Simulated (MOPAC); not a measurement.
# Frequency calculation, with input and output: Si₂H₄ClF (part 2 of 2)

Si₂H₄ClF, SMILES F[SiH]([SiH3])Cl; PM7, closed shell, dispersion built in (MOPAC 23.2.5). The geometry was optimised with PM7.

Geometry of the input (Å):
```
F  -1.2969  1.7252  0.1815
Si -0.3545  0.7901  -0.6541
Si 0.4959  -0.7189  0.6953
Cl -1.4930  -0.1456  -2.0419
H  0.6839  1.5912  -1.3209
H  1.3061  -0.1016  1.7477
H  1.3517  -1.6556  -0.0367
H  -0.5776  -1.4842  1.3346
```

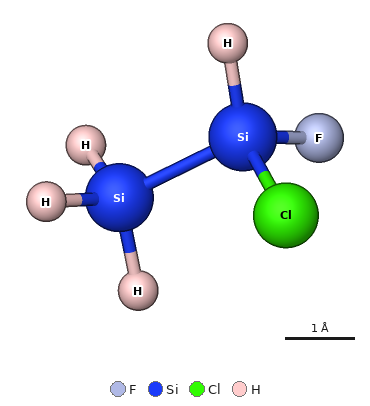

*The structure as given in the input (ball-and-stick view, seen at a tilt).*

**What the program printed, continued**
```
           1   -0.0244   -0.0856   -0.0323   -0.0378   -0.0283    0.7658   -0.0003    0.0002
           2    0.0741    0.0833    0.0093   -0.0058   -0.0006    0.0018    0.0005   -0.0002
           3    0.0118    0.1278    0.0051   -0.0005    0.0012   -0.0040    0.0004   -0.0000
           4   -0.0284   -0.1435    0.0111    0.0216    0.0135   -0.6368   -0.0049   -0.0032
           5   -0.2635   -0.0509   -0.0410    0.0082   -0.0059   -0.0079    0.0068    0.0010
           6    0.0568   -0.1487    0.0077   -0.0088    0.0121   -0.0231    0.0109   -0.0020
           7    0.0333    0.0223   -0.0697   -0.1259   -0.0976   -0.0006    0.0916   -0.1650
           8    0.0163    0.0088   -0.2602    0.0400    0.0058    0.0063   -0.0419    0.0556
           9   -0.0744   -0.0063   -0.0215   -0.0965    0.1334   -0.0013   -0.1721   -0.1014
          10   -0.0020    0.0243   -0.0017    0.0016   -0.0014    0.0066   -0.0000    0.0000
          11    0.0432   -0.0169    0.0063    0.0015    0.0010   -0.0113    0.0002    0.0000
          12    0.0731   -0.0193   -0.0057    0.0032   -0.0020    0.0216    0.0002    0.0001
          13    0.1533    0.8884    0.0434   -0.0117    0.0180   -0.0388    0.0344   -0.0003
          14    0.8019    0.0172    0.0366    0.0001    0.0245    0.0162   -0.0510    0.0004
          15   -0.4735    0.3617   -0.0126   -0.0075   -0.0076    0.0150   -0.0779    0.0006
          16   -0.0181   -0.0200    0.1895    0.1491    0.6411    0.0236    0.1126    0.1920
          17    0.0317   -0.0207    0.4641   -0.3112   -0.0314   -0.0026   -0.1732   -0.3352
          18    0.0177   -0.0048    0.2176   -0.2535   -0.2460   -0.0106    0.2656    0.5598
          19    0.0016    0.0026   -0.0371   -0.0366    0.0016   -0.0061   -0.2955    0.7028
          20   -0.0086   -0.0069    0.5453    0.2579    0.2233    0.0586   -0.0198    0.0427
          21    0.0396    0.0084    0.0587    0.4170   -0.6170    0.0005   -0.0270    0.0133
          22   -0.0455   -0.0034    0.2634    0.6040   -0.0849    0.0223   -0.3079   -0.0080
          23   -0.0979   -0.0286    0.4668   -0.1847   -0.2194   -0.0045    0.4260   -0.0057
          24    0.0240    0.0129   -0.1800    0.3833    0.1097    0.0126    0.6872   -0.0282

   Root No.      17        18

                17 A      18 A

                2285.1    2290.7

           1    0.0032    0.0014
           2   -0.0030    0.0001
           3   -0.0042   -0.0004
           4    0.0618    0.0025
           5   -0.0859   -0.0162
           6   -0.1366   -0.0115
           7    0.0131   -0.0449
           8   -0.0009   -0.0960
           9   -0.0215    0.0208
          10    0.0003   -0.0002
          11   -0.0007    0.0005
          12   -0.0027   -0.0010
          13   -0.3381   -0.0310
          14    0.5007    0.0483
          15    0.7657    0.0711
          16    0.0297   -0.1913
          17   -0.0444    0.2978
          18    0.0748   -0.5095
          19   -0.0882    0.6131
          20   -0.0032    0.0237
          21   -0.0048    0.0224
          22   -0.0145   -0.1716
          23    0.0225    0.2192
          24    0.0335    0.3746

          DESCRIPTION OF VIBRATIONS

 VIBRATION          1    1A          ATOM PAIR     ENERGY CONTRIBUTION    RADIAL
 FREQUENCY           101.01         Si3 -- H 7         +33.3% (367.9%)      0.0%
 TRANSITION DIPOLE   0.0224         Si3 -- H 6         +33.0% (366.1%)      0.0%
 TRAVEL (Ang.)       0.0000         Si3 -- H 8         +32.0% (360.7%)      0.0%
 REDUCED MASS        0.3271         Si2 -- Cl4          +0.5% ( 45.3%)      0.0%
 EFFECTIVE MASS      3.1990
 FORCE CONSTANT      0.0020

 VIBRATION          2    2A          ATOM PAIR     ENERGY CONTRIBUTION    RADIAL
 FREQUENCY           123.74         Si2 -- Si3         +29.3% (273.6%)      0.0%
 TRANSITION DIPOLE   0.1529         Si3 -- H 8         +16.7% (206.7%)      2.8%
 TRAVEL (Ang.)       0.2762         Si3 -- H 7         +15.8% (201.2%)     30.0%
 REDUCED MASS        7.1460         Si2 -- Cl4         +11.2% (168.8%)      0.0%
 EFFECTIVE MASS    121.3535         Si2 -- H 5         +11.0% (167.3%)     11.0%
 FORCE CONSTANT      0.0645         Si3 -- H 6         +10.4% (163.2%)     83.8%

 VIBRATION          3    3A          ATOM PAIR     ENERGY CONTRIBUTION    RADIAL
 FREQUENCY           186.64         Si2 -- Si3         +22.4% (141.0%)      4.5%
 TRANSITION DIPOLE   0.5805         F 1 -- Si2         +17.7% (125.3%)      0.1%
 TRAVEL (Ang.)       0.2377         Si3 -- H 8         +15.9% (118.5%)      5.1%
 REDUCED MASS        6.3966         Si3 -- H 6         +13.1% (107.6%)     13.5%
 EFFECTIVE MASS     55.5607         Si2 -- Cl4         +12.3% (104.3%)      0.2%
 FORCE CONSTANT      0.1313         Si3 -- H 7         +11.5% (101.1%)     34.0%

 VIBRATION          4    4A          ATOM PAIR     ENERGY CONTRIBUTION    RADIAL
 FREQUENCY           229.09         Si2 -- Si3         +27.8% (134.5%)      0.0%
 TRANSITION DIPOLE   0.7984         Si2 -- Cl4         +26.3% (130.7%)      0.8%
 TRAVEL (Ang.)       0.1946         F 1 -- Si2         +25.4% (128.5%)      0.3%
 REDUCED MASS        7.7703         Si2 -- H 5         +16.2% (102.6%)     72.8%
 EFFECTIVE MASS     41.0619
 FORCE CONSTANT      0.2403

 VIBRATION          5    5A          ATOM PAIR     ENERGY CONTRIBUTION    RADIAL
 FREQUENCY           423.21         Si2 -- Si3         +32.4% (108.4%)     97.4%
 TRANSITION DIPOLE   0.4264         Si2 -- Cl4         +13.9% ( 70.9%)     21.5%
 TRAVEL (Ang.)       0.1370         Si3 -- H 8         +13.5% ( 69.9%)      4.9%
 REDUCED MASS        8.4841         Si3 -- H 7         +10.9% ( 62.9%)     15.0%
 EFFECTIVE MASS     31.9439         F 1 -- Si2         +10.8% ( 62.7%)      0.1%
 FORCE CONSTANT      0.8953         Si3 -- H 6         +10.8% ( 62.5%)     25.2%

 VIBRATION          6    6A          ATOM PAIR     ENERGY CONTRIBUTION    RADIAL
 FREQUENCY           508.50         Si3 -- H 6         +44.9% ( 94.4%)      5.8%
 TRANSITION DIPOLE   0.2352         Si3 -- H 7         +19.6% ( 62.4%)      8.1%
 TRAVEL (Ang.)       0.4224         Si3 -- H 8         +19.0% ( 61.4%)      6.8%
 REDUCED MASS        0.7434         Si2 -- Si3          +8.0% ( 39.9%)     57.8%
 EFFECTIVE MASS      7.0175
 FORCE CONSTANT      0.1133

 VIBRATION          7    7A          ATOM PAIR     ENERGY CONTRIBUTION    RADIAL
 FREQUENCY           516.55         Si3 -- H 7         +36.0% ( 84.0%)      6.9%
 TRANSITION DIPOLE   0.1162         Si3 -- H 8         +34.7% ( 82.5%)     10.0%
 TRAVEL (Ang.)       0.4298         Si3 -- H 6         +12.9% ( 50.3%)      0.2%
 REDUCED MASS        0.7065         Si2 -- Si3          +8.7% ( 41.3%)     15.0%
 EFFECTIVE MASS      5.7199
 FORCE CONSTANT      0.1111

 VIBRATION          8    8A          ATOM PAIR     ENERGY CONTRIBUTION    RADIAL
 FREQUENCY           586.76         Si2 -- Cl4         +42.3% ( 94.8%)     98.2%
 TRANSITION DIPOLE   1.8638         Si2 -- Si3         +19.1% ( 63.7%)     32.4%
 TRAVEL (Ang.)       0.0962         F 1 -- Si2         +17.6% ( 61.2%)      0.1%
 REDUCED MASS       12.4096         Si2 -- H 5         +16.0% ( 58.3%)     11.9%
 EFFECTIVE MASS     28.5988
 FORCE CONSTANT      2.5173

 VIBRATION          9    9A          ATOM PAIR     ENERGY CONTRIBUTION    RADIAL
 FREQUENCY           688.54         Si2 -- H 5         +88.3% ( 97.2%)      0.3%
 TRANSITION DIPOLE   0.3129         Si2 -- Si3          +3.5% ( 19.3%)     81.8%
 TRAVEL (Ang.)       0.3202         F 1 -- Si2          +3.1% ( 18.3%)      0.0%
 REDUCED MASS        0.9552         Si2 -- Cl4          +2.7% ( 17.0%)     13.4%
 EFFECTIVE MASS      2.4742
 FORCE CONSTANT      0.2668

 VIBRATION         10   10A          ATOM PAIR     ENERGY CONTRIBUTION    RADIAL
 FREQUENCY           761.11         Si2 -- H 5         +93.2% ( 97.0%)      0.5%
 TRANSITION DIPOLE   0.4473         Si2 -- Si3          +2.4% ( 15.7%)     23.1%
 TRAVEL (Ang.)       0.3088         Si2 -- Cl4          +2.4% ( 15.4%)     45.9%
 REDUCED MASS        0.9291         F 1 -- Si2          +1.8% ( 13.4%)      3.4%
 EFFECTIVE MASS      1.9622
 FORCE CONSTANT      0.3171

 VIBRATION         11   11A          ATOM PAIR     ENERGY CONTRIBUTION    RADIAL
 FREQUENCY           833.45         Si3 -- H 8         +32.6% ( 49.6%)      1.6%
 TRANSITION DIPOLE   0.5765         Si3 -- H 7         +32.5% ( 49.5%)      0.8%
 TRAVEL (Ang.)       0.4313         Si3 -- H 6         +31.6% ( 48.8%)      0.9%
 REDUCED MASS        0.4349         Si2 -- Si3          +2.6% ( 14.0%)     98.4%
 EFFECTIVE MASS      2.0403
 FORCE CONSTANT      0.1780

 VIBRATION         12   12A          ATOM PAIR     ENERGY CONTRIBUTION    RADIAL
 FREQUENCY           851.75         Si3 -- H 8         +55.2% ( 59.7%)      0.0%
 TRANSITION DIPOLE   0.1883         Si3 -- H 7         +24.5% ( 39.8%)      4.2%
 TRAVEL (Ang.)       0.4377         Si3 -- H 6         +18.4% ( 34.4%)      7.0%
 REDUCED MASS        0.4133         Si2 -- Si3          +1.6% ( 10.0%)      0.9%
 EFFECTIVE MASS      1.4616
 FORCE CONSTANT      0.1766

 VIBRATION         13   13A          ATOM PAIR     ENERGY CONTRIBUTION    RADIAL
 FREQUENCY           856.83         Si3 -- H 6         +47.8% ( 55.4%)      0.7%
 TRANSITION DIPOLE   0.2168         Si3 -- H 7         +43.8% ( 53.1%)      1.2%
 TRAVEL (Ang.)       0.4241         Si3 -- H 8          +6.5% ( 20.5%)     33.8%
 REDUCED MASS        0.4375         Si2 -- Si3          +1.5% ( 10.0%)      2.1%
 EFFECTIVE MASS      1.4468
 FORCE CONSTANT      0.1892

 VIBRATION         14   14A          ATOM PAIR     ENERGY CONTRIBUTION    RADIAL
 FREQUENCY           915.05         F 1 -- Si2         +64.1% ( 99.8%)    100.0%
 TRANSITION DIPOLE   2.9684         Si2 -- Cl4         +12.2% ( 43.5%)     13.2%
 TRAVEL (Ang.)       0.0812         Si2 -- Si3         +12.1% ( 43.3%)     11.3%
 REDUCED MASS       11.1649         Si2 -- H 5         +11.5% ( 42.2%)      7.3%
 EFFECTIVE MASS     22.4763
 FORCE CONSTANT      5.5079

 VIBRATION         15   15A          ATOM PAIR     ENERGY CONTRIBUTION    RADIAL
 FREQUENCY          2276.50         Si3 -- H 8         +77.3% ( 88.6%)     99.8%
 TRANSITION DIPOLE   0.2391         Si3 -- H 6         +12.1% ( 35.0%)     88.0%
 TRAVEL (Ang.)       0.2168         Si3 -- H 7          +9.5% ( 31.0%)     84.6%
 REDUCED MASS        0.6301         Si2 -- H 5          +1.0% ( 10.0%)    100.0%
 EFFECTIVE MASS      1.3902
 FORCE CONSTANT      1.9238

 VIBRATION         16   16A          ATOM PAIR     ENERGY CONTRIBUTION    RADIAL
 FREQUENCY          2278.70         Si3 -- H 7         +51.5% ( 72.4%)     98.7%
 TRANSITION DIPOLE   0.2515         Si3 -- H 6         +48.1% ( 69.9%)     98.4%
 TRAVEL (Ang.)       0.2409         Si3 -- H 8          +0.2% (  5.0%)      2.3%
 REDUCED MASS        0.5098         Si2 -- Si3          +0.2% (  4.5%)      0.0%
 EFFECTIVE MASS      1.3962
 FORCE CONSTANT      1.5598

 VIBRATION         17   17A          ATOM PAIR     ENERGY CONTRIBUTION    RADIAL
 FREQUENCY          2285.14         Si2 -- H 5         +97.7% ( 99.1%)    100.0%
 TRANSITION DIPOLE   0.5287         Si3 -- H 6          +0.9% (  9.3%)     96.6%
 TRAVEL (Ang.)       0.1774         Si3 -- H 7          +0.8% (  8.9%)     96.1%
 REDUCED MASS        0.9374         Si3 -- H 8          +0.2% (  4.6%)     98.0%
 EFFECTIVE MASS      1.3005
 FORCE CONSTANT      2.8841

 VIBRATION         18   18A          ATOM PAIR     ENERGY CONTRIBUTION    RADIAL
 FREQUENCY          2290.71         Si3 -- H 6         +39.1% ( 61.7%)     98.2%
 TRANSITION DIPOLE   0.2035         Si3 -- H 7         +38.3% ( 61.1%)     98.1%
 TRAVEL (Ang.)       0.2924         Si3 -- H 8         +21.7% ( 46.0%)     95.8%
 REDUCED MASS        0.3442         Si2 -- H 5          +0.9% (  9.3%)     99.2%
 EFFECTIVE MASS      1.1200
 FORCE CONSTANT      1.0641

      SYMMETRY NUMBER FOR POINT-GROUP C1  =  1

          SYSTEM IS A GROUND STATE

 ClFH4Si2, PM7

          MOLECULE IS NOT LINEAR

          THERE ARE 18 GENUINE VIBRATIONS IN THIS SYSTEM
          THIS THERMODYNAMICS CALCULATION IS LIMITED TO
          MOLECULES WHICH HAVE NO INTERNAL ROTATIONS

                    CALCULATED THERMODYNAMIC PROPERTIES
                                          *
   TEMP. (K)   PARTITION FUNCTION   H.O.F.    ENTHALPY  HEAT CAPACITY ENTROPY
                                   KCAL/MOL   CAL/MOLE    CAL/K/MOL  CAL/K/MOL

 298.00  VIB.     0.2391D+02                  2421.7584    16.2420    14.4350
         ROT.     0.2070D+06                   888.2803     2.9808    27.3051
         INT.     0.4950D+07                  3310.0387    19.2228    41.7401
         TRA.     0.1187D+28                  1480.4672     4.9680    40.1234
         TOT.                     -125.397    4790.5059    24.1908    81.8635

 298.00  VIB.     0.2391D+02                  2421.7584    16.2420    14.4350
         ROT.     0.2070D+06                   888.2803     2.9808    27.3051
         INT.     0.4950D+07                  3310.0387    19.2228    41.7401
         TRA.     0.1187D+28                  1480.4672     4.9680    40.1234
         TOT.                     -125.397    4790.5059    24.1908    81.8635

 398.00  VIB.     0.9350D+02                  4241.6237    19.9311    19.6752
         ROT.     0.3195D+06                  1186.3609     2.9808    28.1677
         INT.     0.2987D+08                  5427.9847    22.9119    47.8429
         TRA.     0.1832D+28                  1977.2682     4.9680    41.5609
         TOT.                     -122.782    7405.2529    27.8799    89.4038

   *: NOTE: HEATS OF FORMATION ARE RELATIVE TO THE
            ELEMENTS IN THEIR STANDARD STATE AT 298K
              (=  Standard Enthalpy of Formation).

            Hvib:  Zero-point energy is not included.
                   frequencies of less than zero cm-1 are not included.
            Hrot = (3/2)RT
            Htra = (3/2)RT + pV = (5/2)RT

            Heat capacity is Cp, not Cv

           FORCE CONSTANT IN CARTESIAN COORDINATES (Millidynes/A)

    ATOM   CHEMICAL       X               Y               Z
   NUMBER   SYMBOL  FORCE CONSTANT  FORCE CONSTANT  FORCE CONSTANT

      1       F        5.744875        0.292228        0.334325
      2      Si        6.409600        3.411969        4.355330
      3      Si        4.255768        3.407558        4.357135
      4      Cl        0.465860        0.769661        2.374811
      5       H        0.642765        0.981454        1.965493
      6       H        0.497606        0.913573        2.092374
      7       H        2.988425        0.263758        0.257830
      8       H        0.598611        0.899423        1.987611

 *                    *
 * JOB ENDED NORMALLY *
 *                    *

 TOTAL JOB TIME:             0.26 SECONDS

 == MOPAC DONE ==
```

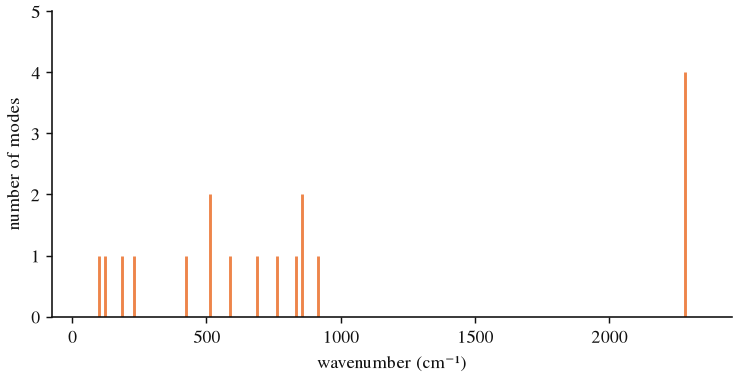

*Harmonic vibrational wavenumbers from the force constants; neighbouring modes closer than 10 cm⁻¹ are counted in one stick.*

18 modes from 101 to 2291 cm⁻¹, none imaginary.
